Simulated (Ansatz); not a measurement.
Band structure of ScAg4 (I4/m, 5 atoms in the cell).

```xyz
5
Lattice="-3.3006 3.3006 2.0416 3.3006 -3.3006 2.0416 3.3006 3.3006 -2.0416" Properties=species:S:1:pos:R:3 pbc="T T T"
Sc     0.0000     0.0000     0.0000
Ag     3.9583     1.3177     0.0000
Ag    -0.6577     1.9829     2.0416
Ag     1.9829     0.6577     2.0416
Ag     1.3177     2.6429     0.0000
```

Level of theory: LDA (PW92), PAW files made with PBE (plane waves; Ansatz, a quantum-chemistry and plane-wave program).

Settings: kpoints.mp_grid.grid = 6 6 6; hamiltonian.xc = lda; hamiltonian.pseudopotentials = {kind: paw} (the program's default PAW files); scf.occupations.method = fermi_dirac; scf.occupations.width = 0.1 eV; kpoints.band_path.npoints = 8.

The starting cell comes from a database of computed structures (which also holds hypothetical and non-ambient phases and stackings), without a prior relaxation at this level.

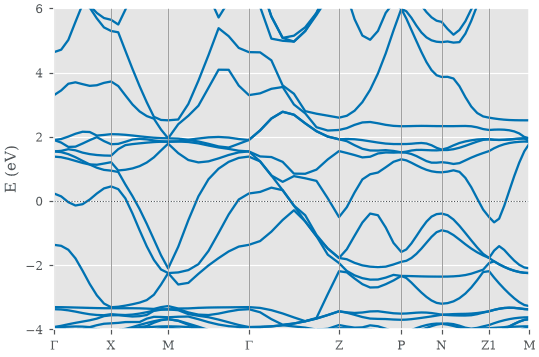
*Bands along the path, energies from the Fermi level.*

Levels in eV from the Fermi level, bands 41 to 48:
```
point     41     42     43     44     45    46    47    48
-----  -----  -----  -----  -----  -----  ----  ----  ----
Γ      -3.30  -1.36   0.24   1.39   1.55  1.55  1.90  1.90
X      -3.34  -3.31   0.46   0.95   1.21  1.41  1.77  2.09
M      -3.27  -2.24  -2.24  -2.10   1.79  1.85  1.86  1.96
Z      -2.18  -1.93  -1.77  -1.77  -0.50  1.56  1.93  1.93
P      -2.33  -2.33  -1.89  -1.59   1.30  1.52  1.52  1.78
N      -3.20  -2.35  -0.91  -0.39   0.90  1.21  1.59  1.60
Z1     -2.18  -1.93  -1.77  -1.77  -0.50  1.56  1.93  1.93
```

Bands cross the Fermi level along this path, so the cell is metallic at this level.

Keys are those of Ansatz 0.2.
